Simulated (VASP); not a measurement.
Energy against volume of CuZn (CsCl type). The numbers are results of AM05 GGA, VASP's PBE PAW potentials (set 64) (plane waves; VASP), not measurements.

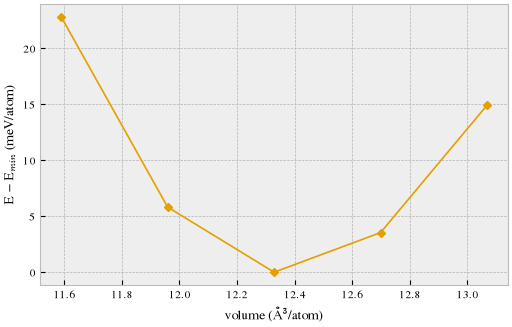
Figure: Energy against volume

Problem. Estimate the equilibrium volume and the bulk modulus.

Solution. The minimum lies near 12.4 Å³/atom, and the curvature gives B0 of about 130 GPa.

Measured: bulk modulus 116 GPa (computed value off by +14.6 %), as given by Niraj K. Nepal et al., Physical Review B (2020), arXiv:2007.11150; a 2.958 Å (computed value off by -1.5 %), as given by First-Principles Study on the Electrical and Thermal Conductivities of Cu–Zn Binary Alloys. The calculation is for a static lattice, while the measured bulk modulus, a hold thermal and zero-point effects, which are part of the difference.

The compound is CuZn in the CsCl type structure. It was relaxed first.
